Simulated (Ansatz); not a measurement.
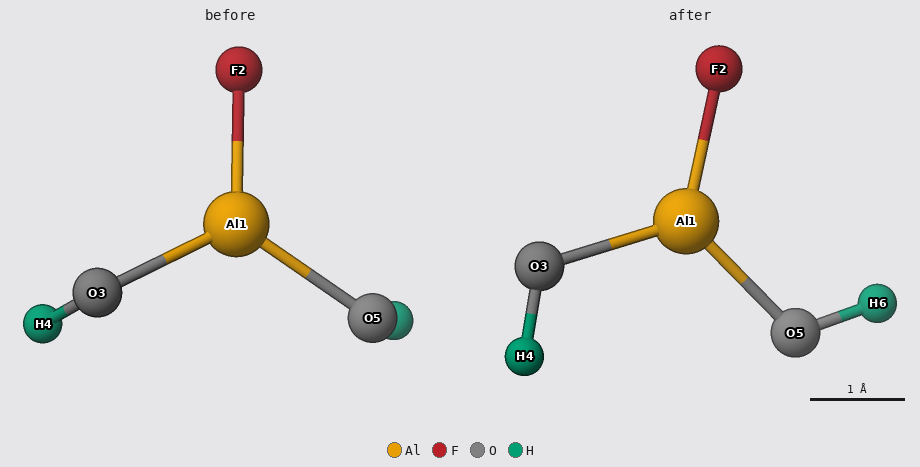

The structure of AlH₂O₂F before (left) and after (right) a relaxation, at one scale.

Style: ball-and-stick. Shown from a free direction.

The run prepares the start of a later molecular dynamics calculation, from a guessed geometry.

Method: RKS PBE/6-31G* (Ansatz).

Input
```yaml
crystal:
  periodic: [false, false, false]
  atoms:
    - { symbol: Al, position_ang: [0.0, 0.0, 0.0] }
    - { symbol: F, position_ang: [0.0, 0.0, 1.69] }
    - { symbol: O, position_ang: [1.5415, 0.0, -0.89] }
    - { symbol: H, position_ang: [1.8414, -0.9519, -1.0449] }
    - { symbol: O, position_ang: [-1.5415, 0.0, -0.89] }
    - { symbol: H, position_ang: [-2.0512, -0.8467, -0.6815] }
basis:
  gaussian: { orbitals: "6-31G*" }
hamiltonian:
  xc: pbe
relax:
  f_tol: 0.02
  max_steps: 40
```

Command:
```bash
ansatz run input.yaml --threads 1 --pin off --max-ram 2048MiB --backend cpu --events-out ev --progress --plain --runs-dir out
```

Summarise the run.

Answer. The atom that moves furthest after the best rigid fit is H4 (0.62 Å). Largest moves by element: H 0.62 Å, O 0.56 Å, F 0.25 Å, Al 0.22 Å. Near-neighbour distances that change, for instance: Al1–O3 1.780 → 1.715 Å, O3–H4 1.010 → 0.974 Å, Al1–F2 1.690 → 1.663 Å. Bond angles that change, for instance: Al1–O5–H6 109.5° → 117.5°, Al1–O3–H4 109.5° → 115.8°. Groups turn about Al1–O3 by about 90°, Al1–O5 by about 60°. The energy falls by 0.428 eV in 7 geometry steps. The largest force component goes from 1.3 to 0.018 eV/Å.
